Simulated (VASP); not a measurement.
# Re (Rhenium) with r2SCAN: from relaxation to properties, part 3 of 4

Wanted: the relaxed cell of Re (Rhenium) and its properties. Left out of this account: 1 further run (core levels: core levels are not valid at this level). The start is a cell from a database of measured crystal structures.

VASP 6.6.1, plane waves and PAW; the level of theory is named at each step.

Still holding for the runs below: The k-mesh is coarse for a metal.

So far. Step 5 (Total and projected DOS (r2SCAN)): The finer mesh and the other smearing move the Fermi level by +0.00 eV from the 8×8×5 run, a small shift, which tests the Fermi level alone. Of the states within 0.3 eV of the Fermi level, the largest shares in the PAW spheres are Re d 76 % and Re p 13 %. The rest lies in smaller channels or between the spheres. Step 6 (Volume scan with r2SCAN): The pressure here is 27.97 GPa.

### Step 7. Volume scan with r2SCAN (run 2)

Level of this step: r2SCAN; plane waves and PAW (Re) (VASP).

INCAR reads:

```
SYSTEM = Re
PREC = Accurate
ENCUT = 400
EDIFF = 1E-06
NELM = 100
ISMEAR = 1
SIGMA = 0.2
LREAL = .FALSE.
ALGO = Normal
METAGGA = R2SCAN
LASPH = .TRUE.
NBANDS = 13
LORBIT = 11
LWAVE = .FALSE.
LCHARG = .FALSE.
KPAR = 2
ISIF = 2
```

POSCAR reads:

```
Re
1.0
    2.7214050025      0.0000000000      0.0000000000
   -1.3607025013      2.3568058662      0.0000000000
    0.0000000000      0.0000000000      4.3996634629
Re
2
Direct
    0.3333333333      0.6666666667      0.2500000000
    0.6666666667      0.3333333333      0.7500000000
```

KPOINTS reads:

```
Automatic mesh
0
Gamma
8 8 5
0 0 0
```

PAW data sets: Re (PBE family, release 64).

Launch:

```console
mpirun -np 2 vasp_std
```

Output:

```text
[... set-up lines as in an earlier step ...]
 entering main loop
       N       E                     dE             d eps       ncg     rms          rms(c)
DAV:   1    -0.642968226791E+02   -0.64297E+02   -0.62860E+03  1560   0.127E+03
DAV:   2    -0.104871157791E+03   -0.40574E+02   -0.35904E+02  1307   0.277E+02
DAV:   3    -0.105930310011E+03   -0.10592E+01   -0.10126E+01  1297   0.468E+01
DAV:   4    -0.105944231877E+03   -0.13922E-01   -0.13849E-01  1226   0.402E+00
DAV:   5    -0.105944522263E+03   -0.29039E-03   -0.29035E-03  1302   0.878E-01    0.390E+01
DAV:   6    -0.105088498370E+03    0.85602E+00   -0.28227E-01  1443   0.106E+01    0.208E+01
DAV:   7    -0.104842163842E+03    0.24633E+00   -0.48554E-01  1344   0.206E+01    0.278E+00
DAV:   8    -0.104842922883E+03   -0.75904E-03   -0.64744E-03  1342   0.170E+00    0.101E+00
DAV:   9    -0.104840587357E+03    0.23355E-02   -0.19951E-03  1299   0.413E-01    0.278E-01
DAV:  10    -0.104840609459E+03   -0.22102E-04   -0.17599E-04  1355   0.303E-01    0.134E-01
DAV:  11    -0.104840615071E+03   -0.56124E-05   -0.93711E-06  1292   0.351E-02    0.552E-02
DAV:  12    -0.104840615667E+03   -0.59600E-06   -0.77949E-07   726   0.407E-02
   1 F= -.10484062E+03 E0= -.10484137E+03  d E =0.225006E-02
```

Run time: 35 s. Hardware: 2 MPI ranks of AMD EPYC 7R43, shared host; peak memory 0.17 GiB; 68 s of CPU time.

From OUTCAR (step 7):

```text
   ENCUT  =  400.0 eV  29.40 Ry    5.42 a.u.   4.44  4.44  7.17*2*pi/ulx,y,z

   NELECT =      14.0000    total number of electrons

 E-fermi :   8.1791

 k-point     1 :       0.0000    0.0000    0.0000
  band No.  band energies     occupation
    ...
      3       6.4480      2.00000
      4       6.4665      2.00000
      5       6.4665      2.00000
      6       7.3874      2.00000
      7       7.3874      2.00000
      8       8.4449     -0.06802
      9       8.4449     -0.06802
     10       8.8566     -0.00002
     11      11.9367     -0.00000
     12      11.9367     -0.00000
    ...

  Total        3.0594536      3.0594536      3.1606768     -0.0000000     -0.0000000     -0.0000000
  in kB      173.7072755    173.7072755    179.4544489     -0.0000000     -0.0000000     -0.0000000
  external PRESSURE =     175.6230000 kB  Pullay stress =       0.0000000 kB

 POSITION                                       TOTAL-FORCE (eV/Angst)
 -----------------------------------------------------------------------------------
     -0.00000      1.57120      1.09992         0.000000     -0.000000      0.000000
      1.36070      0.78560      3.29975        -0.000000      0.000000      0.000000
 -----------------------------------------------------------------------------------
    total drift:                                0.000000     -0.000000     -0.000000

  FREE ENERGIE OF THE ION-ELECTRON SYSTEM (eV)
  ---------------------------------------------------
  free  energy   TOTEN  =      -104.8406156673 eV

  energy  without entropy=     -104.8428657249  energy(sigma->0) =     -104.84136569

[... 5 parts as in an earlier step ...]

[... 11 further parts left out ...]
```

Numbers from this step:

- SCF cycles: 12
- free energy (TOTEN): -104.8406 eV
- energy at zero smearing: -104.8414 eV
- Fermi energy: 8.179 eV
- pressure: 17.56 GPa

The pressure falls from 27.97 to 17.56 GPa.

The run ends at a pressure of 17.56 GPa.

### Step 8. Volume scan with r2SCAN (run 3)

INCAR is that of step 7.

POSCAR reads:

```
Re
1.0
    2.7401739060      0.0000000000      0.0000000000
   -1.3700869530      2.3730602134      0.0000000000
    0.0000000000      0.0000000000      4.4300069284
Re
2
Direct
    0.3333333333      0.6666666667      0.2500000000
    0.6666666667      0.3333333333      0.7500000000
```

KPOINTS is that of step 7.

Launch:

```console
mpirun -np 2 vasp_std
```

Output:

```text
[... set-up lines as in an earlier step ...]
 entering main loop
       N       E                     dE             d eps       ncg     rms          rms(c)
DAV:   1    -0.649621900609E+02   -0.64962E+02   -0.64260E+03  1560   0.125E+03
DAV:   2    -0.104917707602E+03   -0.39956E+02   -0.35006E+02  1300   0.275E+02
DAV:   3    -0.106016524323E+03   -0.10988E+01   -0.10050E+01  1323   0.493E+01
DAV:   4    -0.106050011983E+03   -0.33488E-01   -0.29233E-01  1257   0.434E+00
[...]
DAV:  10    -0.104888127326E+03   -0.15287E-04   -0.21718E-04  1347   0.370E-01    0.134E-01
DAV:  11    -0.104888132888E+03   -0.55620E-05   -0.86690E-06  1201   0.562E-02    0.437E-02
DAV:  12    -0.104888133544E+03   -0.65584E-06   -0.33509E-06   806   0.391E-02
   1 F= -.10488813E+03 E0= -.10488863E+03  d E =0.149875E-02
```

The job ended after 29 s (2 MPI ranks; peak memory 0.2 GiB).

Parts of OUTCAR (step 8):

```text
  Total        1.4715823      1.4715823      1.5242432      0.0000000      0.0000000      0.0000000
  in kB       81.8472019     81.8472019     84.7761269      0.0000000      0.0000000      0.0000000
  external PRESSURE =      82.8235103 kB  Pullay stress =       0.0000000 kB

 POSITION                                       TOTAL-FORCE (eV/Angst)
 -----------------------------------------------------------------------------------
     -0.00000      1.58204      1.10750         0.000000     -0.000000      0.000000
      1.37009      0.79102      3.32251        -0.000000      0.000000      0.000000
 -----------------------------------------------------------------------------------
    total drift:                                0.000000     -0.000000     -0.000000

  FREE ENERGIE OF THE ION-ELECTRON SYSTEM (eV)
  ---------------------------------------------------
  free  energy   TOTEN  =      -104.8881335437 eV

  energy  without entropy=     -104.8896322948  energy(sigma->0) =     -104.88863313

[... 1 part as in an earlier step ...]

[... 2 further parts left out ...]
[key lines of the parts left out:]
E-fermi :   7.9116
```

The pressure falls from 17.56 to 8.28 GPa.

The run ends at a pressure of 8.28 GPa.

### Step 9. Volume scan with r2SCAN (run 4)

INCAR is that of step 8.

POSCAR reads:

```
Re
1.0
    2.7586891562      0.0000000000      0.0000000000
   -1.3793445781      2.3890948904      0.0000000000
    0.0000000000      0.0000000000      4.4599403156
Re
2
Direct
    0.3333333333      0.6666666667      0.2500000000
    0.6666666667      0.3333333333      0.7500000000
```

KPOINTS is that of step 8.

Launch:

```console
mpirun -np 2 vasp_std
```

Output:

```text
[... set-up lines as in an earlier step ...]
 entering main loop
       N       E                     dE             d eps       ncg     rms          rms(c)
DAV:   1    -0.645504870298E+02   -0.64550E+02   -0.64651E+03  1560   0.122E+03
DAV:   2    -0.104999937170E+03   -0.40449E+02   -0.35344E+02  1302   0.264E+02
DAV:   3    -0.106114038952E+03   -0.11141E+01   -0.10695E+01  1351   0.496E+01
DAV:   4    -0.106127031538E+03   -0.12993E-01   -0.12948E-01  1215   0.357E+00
[...]
DAV:  10    -0.104903355229E+03   -0.12783E-04   -0.22170E-04  1393   0.348E-01    0.134E-01
DAV:  11    -0.104903360855E+03   -0.56266E-05   -0.19419E-05  1345   0.123E-01    0.238E-02
DAV:  12    -0.104903360305E+03    0.55071E-06   -0.31053E-07   755   0.307E-02
   1 F= -.10490336E+03 E0= -.10490360E+03  d E =0.723926E-03
```

The job ended after 35 s (2 MPI ranks; peak memory 0.2 GiB; 67 s of CPU time).

Parts of OUTCAR (step 9):

```text
  Total       -0.0108794     -0.0108794     -0.0022583      0.0000000      0.0000000      0.0000000
  in kB       -0.5929948     -0.5929948     -0.1230926      0.0000000      0.0000000      0.0000000
  external PRESSURE =      -0.4363607 kB  Pullay stress =       0.0000000 kB

  FREE ENERGIE OF THE ION-ELECTRON SYSTEM (eV)
  ---------------------------------------------------
  free  energy   TOTEN  =      -104.9033603045 eV

  energy  without entropy=     -104.9040842309  energy(sigma->0) =     -104.90360161

[... 3 parts as in an earlier step ...]

[... 1 further part left out ...]
[key lines of the parts left out:]
E-fermi :   7.6538
```

The pressure falls from 8.28 to -0.04 GPa.

The run ends at a pressure of -0.04 GPa.

### Step 10. Volume scan with r2SCAN (run 5)

INCAR is that of step 9.

POSCAR reads:

```
Re
1.0
    2.7769591532      0.0000000000      0.0000000000
   -1.3884795766      2.4049171720      0.0000000000
    0.0000000000      0.0000000000      4.4894772050
Re
2
Direct
    0.3333333333      0.6666666667      0.2500000000
    0.6666666667      0.3333333333      0.7500000000
```

KPOINTS is that of step 9.

Launch:

```console
mpirun -np 2 vasp_std
```

Output:

```text
[... set-up lines as in an earlier step ...]
 entering main loop
       N       E                     dE             d eps       ncg     rms          rms(c)
DAV:   1    -0.674210018199E+02   -0.67421E+02   -0.62759E+03  1550   0.123E+03
DAV:   2    -0.104992169477E+03   -0.37571E+02   -0.33406E+02  1258   0.264E+02
DAV:   3    -0.106158048655E+03   -0.11659E+01   -0.10684E+01  1363   0.508E+01
DAV:   4    -0.106177232446E+03   -0.19184E-01   -0.18626E-01  1260   0.439E+00
[...]
DAV:  10    -0.104889632923E+03   -0.23161E-04   -0.21089E-04  1443   0.312E-01    0.120E-01
DAV:  11    -0.104889637604E+03   -0.46805E-05   -0.30458E-05  1335   0.187E-01    0.479E-03
DAV:  12    -0.104889637658E+03   -0.54178E-07   -0.22585E-07   755   0.170E-02
   1 F= -.10488964E+03 E0= -.10488965E+03  d E =0.471810E-04
```

Wall time 37 s (2 MPI ranks); peak memory 0.2 GiB; 72 s of CPU time.

OUTCAR, selected parts (step 10):

```text
  Total       -1.3921712     -1.3921712     -1.4227779      0.0000000      0.0000000      0.0000000
  in kB      -74.3939870    -74.3939870    -76.0295321      0.0000000      0.0000000      0.0000000
  external PRESSURE =     -74.9391687 kB  Pullay stress =       0.0000000 kB

 POSITION                                       TOTAL-FORCE (eV/Angst)
 -----------------------------------------------------------------------------------
     -0.00000      1.60328      1.12237         0.000000      0.000000      0.000000
      1.38848      0.80164      3.36711        -0.000000      0.000000      0.000000
 -----------------------------------------------------------------------------------
    total drift:                               -0.000000      0.000000     -0.000000

  FREE ENERGIE OF THE ION-ELECTRON SYSTEM (eV)
  ---------------------------------------------------
  free  energy   TOTEN  =      -104.8896376582 eV

  energy  without entropy=     -104.8896848392  energy(sigma->0) =     -104.88965339

[... 1 part as in an earlier step ...]

[... 2 further parts left out ...]
[key lines of the parts left out:]
E-fermi :   7.4057
```

The pressure falls from -0.04 to -7.49 GPa.

The run ends at a pressure of -7.49 GPa.

### Step 11. Volume scan with r2SCAN (run 6)

INCAR is that of step 10.

POSCAR reads:

```
Re
1.0
    2.7949918608      0.0000000000      0.0000000000
   -1.3974959304      2.4205339548      0.0000000000
    0.0000000000      0.0000000000      4.5186304712
Re
2
Direct
    0.3333333333      0.6666666667      0.2500000000
    0.6666666667      0.3333333333      0.7500000000
```

KPOINTS is that of step 10.

Launch:

```console
mpirun -np 2 vasp_std
```

Output:

```text
[... set-up lines as in an earlier step ...]
 entering main loop
       N       E                     dE             d eps       ncg     rms          rms(c)
DAV:   1    -0.637177090430E+02   -0.63718E+02   -0.64222E+03  1550   0.124E+03
DAV:   2    -0.104842248936E+03   -0.41125E+02   -0.35765E+02  1305   0.260E+02
DAV:   3    -0.106177323250E+03   -0.13351E+01   -0.12360E+01  1341   0.552E+01
DAV:   4    -0.106203595207E+03   -0.26272E-01   -0.23215E-01  1259   0.513E+00
[...]
DAV:  11    -0.104849888206E+03   -0.47007E-05   -0.37185E-05  1318   0.224E-01    0.222E-02
DAV:  12    -0.104849889284E+03   -0.10779E-05   -0.40353E-07   740   0.117E-02    0.124E-02
DAV:  13    -0.104849888551E+03    0.73259E-06   -0.19710E-07   680   0.196E-02
   1 F= -.10484989E+03 E0= -.10484973E+03  d E =-.469033E-03
```

Wall time 35 s (2 MPI ranks); peak memory 0.2 GiB; 68 s of CPU time.

OUTCAR, selected parts (step 11):

```text
  Total       -2.6851347     -2.6851347     -2.7497087      0.0000000     -0.0000000      0.0000000
  in kB     -140.7272185   -140.7272185   -144.1115278      0.0000000     -0.0000000      0.0000000
  external PRESSURE =    -141.8553216 kB  Pullay stress =       0.0000000 kB

 POSITION                                       TOTAL-FORCE (eV/Angst)
 -----------------------------------------------------------------------------------
     -0.00000      1.61369      1.12966        -0.000000      0.000000      0.000000
      1.39750      0.80684      3.38897         0.000000     -0.000000      0.000000
 -----------------------------------------------------------------------------------
    total drift:                               -0.000000      0.000000     -0.000000

  FREE ENERGIE OF THE ION-ELECTRON SYSTEM (eV)
  ---------------------------------------------------
  free  energy   TOTEN  =      -104.8498885509 eV

  energy  without entropy=     -104.8494195181  energy(sigma->0) =     -104.84973221

[... 1 part as in an earlier step ...]

[... 2 further parts left out ...]
[key lines of the parts left out:]
E-fermi :   7.1672
```

The pressure falls from -7.49 to -14.19 GPa.

The run ends at a pressure of -14.19 GPa.

### Step 12. Volume scan with r2SCAN (run 7)

A prediction first. A parabola through the 6 pressures of evenly scaled cells so far, P = -0.07 -395.4 t +924 t² GPa with t = ln(V/V₁) and V₁ the volume at scale 1, gives -19.97 GPa at t = +0.0583.

INCAR is that of step 11.

POSCAR reads:

```
Re
1.0
    2.8127948367      0.0000000000      0.0000000000
   -1.4063974184      2.4359517842      0.0000000000
    0.0000000000      0.0000000000      4.5474123330
Re
2
Direct
    0.3333333333      0.6666666667      0.2500000000
    0.6666666667      0.3333333333      0.7500000000
```

KPOINTS is that of step 11.

Launch:

```console
mpirun -np 2 vasp_std
```

Output:

```text
[... set-up lines as in an earlier step ...]
 entering main loop
       N       E                     dE             d eps       ncg     rms          rms(c)
DAV:   1    -0.674604015832E+02   -0.67460E+02   -0.61960E+03  1560   0.121E+03
DAV:   2    -0.105027651202E+03   -0.37567E+02   -0.33364E+02  1289   0.261E+02
DAV:   3    -0.106191678951E+03   -0.11640E+01   -0.11072E+01  1357   0.498E+01
DAV:   4    -0.106208737821E+03   -0.17059E-01   -0.17012E-01  1288   0.433E+00
[...]
DAV:  11    -0.104786844755E+03   -0.59988E-05   -0.42096E-05  1303   0.251E-01    0.358E-02
DAV:  12    -0.104786846358E+03   -0.16030E-05   -0.29464E-07   745   0.152E-02    0.388E-03
DAV:  13    -0.104786845473E+03    0.88516E-06   -0.23157E-07   660   0.183E-02
   1 F= -.10478685E+03 E0= -.10478658E+03  d E =-.796052E-03
```

Elapsed: 36 s, on 2 MPI ranks; peak memory 0.19 GiB.

From OUTCAR (step 12):

```text
  Total       -3.8955453     -3.8955453     -3.9909784      0.0000000     -0.0000000      0.0000000
  in kB     -200.3123683   -200.3123683   -205.2196199      0.0000000     -0.0000000      0.0000000
  external PRESSURE =    -201.9481188 kB  Pullay stress =       0.0000000 kB

 POSITION                                       TOTAL-FORCE (eV/Angst)
 -----------------------------------------------------------------------------------
     -0.00000      1.62397      1.13685        -0.000000      0.000000      0.000000
      1.40640      0.81198      3.41056         0.000000      0.000000      0.000000
 -----------------------------------------------------------------------------------
    total drift:                                0.000000     -0.000000     -0.000000

  FREE ENERGIE OF THE ION-ELECTRON SYSTEM (eV)
  ---------------------------------------------------
  free  energy   TOTEN  =      -104.7868454730 eV

  energy  without entropy=     -104.7860494207  energy(sigma->0) =     -104.78658012

[... 1 part as in an earlier step ...]

[... 2 further parts left out ...]
[key lines of the parts left out:]
E-fermi :   6.9379
```

The pressure falls from -14.19 to -20.19 GPa. The parabola predicted -19.97 GPa, +0.22 GPa off.

### Step 13. The series together

Times are for 2 MPI ranks of AMD EPYC 7R43, shared host. The series side by side:

| no. | volume scale | energy above the lowest point (meV/atom) | pressure (GPa) | time | memory (GiB) |
| --- | --- | --- | --- | --- | --- |
| 1 | 0.94 | 72.86 | 27.97 | 38 s | 0.2 |
| 2 | 0.96 | 31.12 | 17.56 | 35 s | 0.17 |
| 3 | 0.98 | 7.48 | 8.282 | 29 s | 0.2 |
| 4 | 1 | 0 | -0.04364 | 35 s | 0.2 |
| 5 | 1.02 | 6.97 | -7.494 | 37 s | 0.2 |
| 6 | 1.04 | 26.93 | -14.19 | 35 s | 0.2 |
| 7 | 1.06 | 58.51 | -20.19 | 36 s | 0.19 |

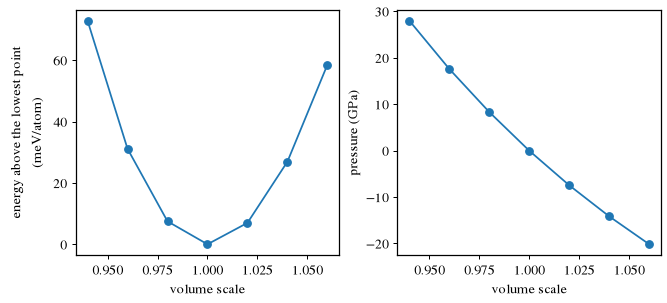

The series as plots.

### Step 14. Fit for r2SCAN

This step: Birch-Murnaghan fit, r2SCAN; plane waves and PAW (VASP 6.6.1).

Derived from the runs above.

This step gave:

- pressure derivative of the bulk modulus: 4.521
- r.m.s. error of the fit: 8.15e-6 eV/atom
- minimum inside the sampled range: yes
- bulk modulus: 394.2 GPa
- equilibrium volume of the fit: 14.70 Å³/atom

The energy above the fitted minimum by volume:

| volume (Å³/atom) | energy above the fitted minimum (eV/atom) |
| --- | --- |
| 13.815 | 0.0729 |
| 14.109 | 0.0311 |
| 14.403 | 0.00749 |
| 14.697 | 9.5e-6 |
| 14.991 | 0.00698 |
| 15.285 | 0.0269 |
| 15.579 | 0.0585 |

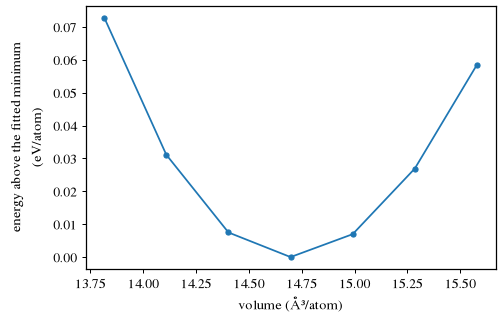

Energy above the fitted minimum against volume.

The fitted volume lies -0.00 % from the relaxed one.

[end of part 3 of 4]

[Lines on the potential files, build, host, timing and source positions are cut from VASP's logs without a mark.]

[Logs are printed without paths, hosts, clocks, repeated set-up lines and the standing remarks that a program may print on its own settings, such as how far it seeks lower states.]

[Hosts, paths, dates, database ids (printed as entryN), source tags and the programs' standing remarks are cut or masked in the printed files.]

[A measured line is paired with the nearest computed mode of its activity, which favours agreement.]
